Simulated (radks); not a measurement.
**Atomic calculation for Li⁺**

System: Li⁺ (Z = 3, 2 electrons) in the configuration 1s2.
Method: scalar-relativistic Kohn-Sham, Wu-Cohen GGA, spin-polarised, spherical densities, finite nucleus (the in-house radial solver radks).

### Key numbers

- outcome: converged
- total energy: −7.223956 hartree
- kinetic energy: 7.183886 hartree
- electron–nucleus energy: −16.056468 hartree
- Hartree energy: 3.273300 hartree
- exchange–correlation energy: −1.624674 hartree
- radius at density 0.001 e/bohr³: 1.86 bohr
- SCF iterations: 13
- hardware: 1 CPU thread, shared host

### Input file
```
Z 3
configuration [He]
relativity scalar-relativistic
functional wc,pbe
spin polarised
nucleus finite rms 2.444 fm
c 137.035999084
```

Energies in input and log are in hartree, lengths in bohr (the nuclear radius in fm).

### The program's output
```
1s      1   1.0000          -2.21021301
1s      2   1.0000          -2.21021301
Etot -7.223956476965296
Ekin 7.18388568068134
Encl -16.05646814895328
Eh 3.2733002665416113
Exc -1.624674275234967
err 4.185362829798228e-10
it 13
```

### Orbitals

| orbital | occupation | energy (eV) | ⟨r⟩ (bohr) | outer maximum (bohr) |
| --- | --- | --- | --- | --- |
| 1s up | 1 | −60.143 | 0.5797 | 0.362 |
| 1s down | 1 | −60.143 | 0.5797 | 0.362 |

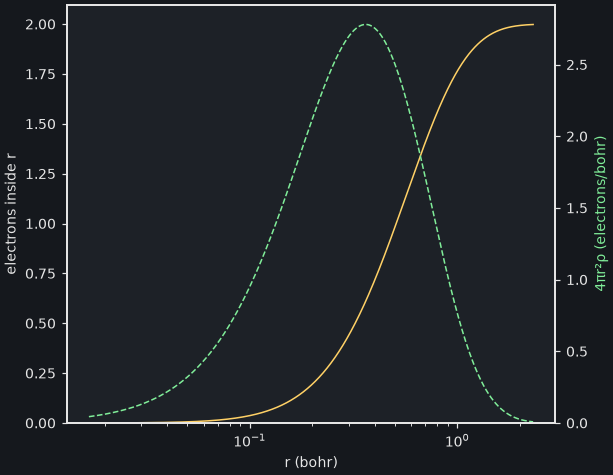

Fig. 1: The number of electrons inside radius r (solid) and the radial density 4πr²ρ (dashed). The count levels off at 2 electrons. Half of them lie within 0.508 bohr, 90 % within 1.05 bohr and 99 % within 1.71 bohr. The radial density has a single maximum, so no shell boundary shows.

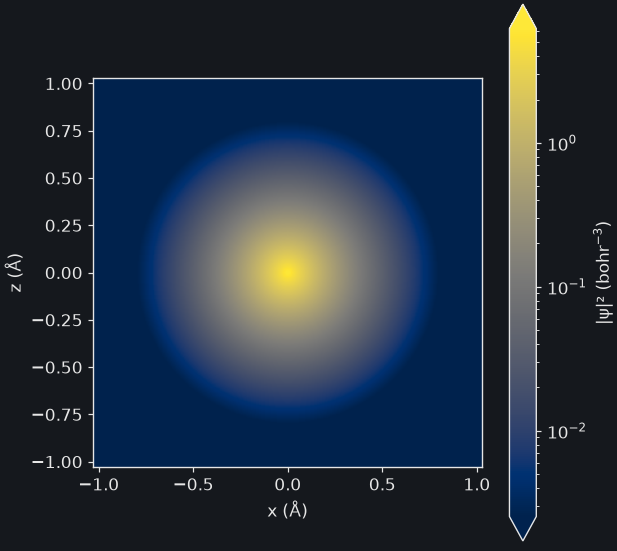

Fig. 2: The 1s orbital. The radial function comes from the spherical calculation and is multiplied by a real spherical harmonic; the overall sign is chosen so that the largest lobe of P(r) is positive; at the scalar-relativistic level it is the large component. In the xz plane through the nucleus, the colour gives |ψ|² on a logarithmic scale. (1 bohr = 0.529 Å.) It has no angular node and no radial node. The maximum of P² lies at 0.362 bohr, ⟨r⟩ = 0.580 bohr, 90 % of the charge lies within 1.05 bohr, and the eigenvalue is −60.1 eV, with 2 electrons in the shell.

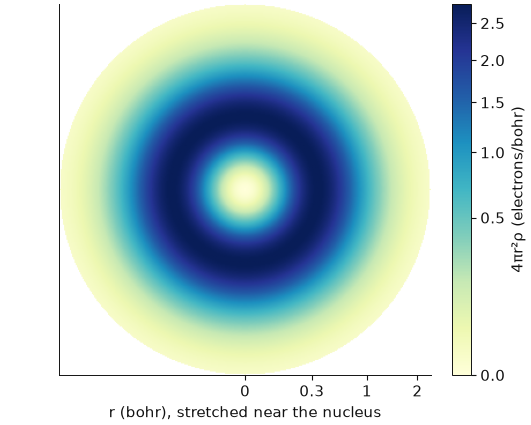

Fig. 3: The radial density 4πr²ρ as a disc about the nucleus, with the radius drawn as r to the power 0.5. There is one bright ring, at r = 0.362 bohr.
